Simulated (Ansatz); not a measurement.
## PH2 (SMILES [PH2]): the electronic atomisation energy, rung by rung

PH2 has 3 atoms, charge 0, and is taken as a doublet. SMILES: `[PH2]`. The coordinates come from a GFN2-xTB relaxation.

| atom | x (Å) | y (Å) | z (Å) |
| --- | --- | --- | --- |
| P | 0.5145 | -0.3028 | 0.2527 |
| H | 0.1115 | 1.0274 | 0.1724 |
| H | -0.6260 | -0.7246 | -0.4251 |

Quantity: the electronic atomisation energy, in eV. The values are calculated. Electronic energies at fixed atoms, without zero-point motion or spin-orbit coupling.

```
                                  level                    kind  program  value (eV)  less FCI/6-31G*  CPU time (all runs)
       UHF/6-31G* (spherical functions)            Hartree–Fock   Ansatz        4.42            -1.03               0.25 s
  U-revPBE/6-31G* (spherical functions)                     GGA   Ansatz        6.38            +0.93                1.6 s
     UPBE0/6-31G* (spherical functions)           global hybrid   Ansatz        6.43            +0.98                1.9 s
UCAM-B3LYP/6-31G* (spherical functions)  range-separated hybrid   Ansatz        6.65            +1.20                2.4 s
   RPA@PBE/6-31G* (spherical functions)                     RPA   Ansatz        5.71            +0.26                1.9 s
      UMP2/6-31G* (spherical functions)     perturbation theory   Ansatz        5.20            -0.25               0.26 s
  UBCCD(T)/6-31G* (spherical functions)   coupled cluster or CI   Ansatz        5.44            -0.01                0.8 s
                              FCI/3-21G      exact in the basis   Ansatz        4.73            -0.72               0.62 s
       FCI/6-31G* (spherical functions)      exact in the basis   Ansatz        5.45             0.00                5.2 s
```

FCI/6-31G* (spherical functions) is exact within its basis and frozen core, so for wave-function methods in that basis the difference is their error; functionals converge differently with the basis, so for them it is only a difference. The values span 4.42 to 6.65 eV. High-level rows in very small sets aren't better than simpler rows in larger ones. In so small a basis fixed costs decide the times, and correlated methods can beat functionals. Times are those of the runs behind each value, whatever else they computed, on shared processors of several kinds: orders of magnitude only.

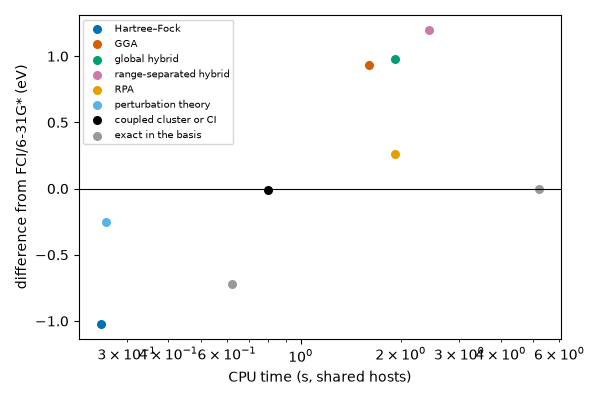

Difference from FCI/6-31G* against processor time, one point a level.
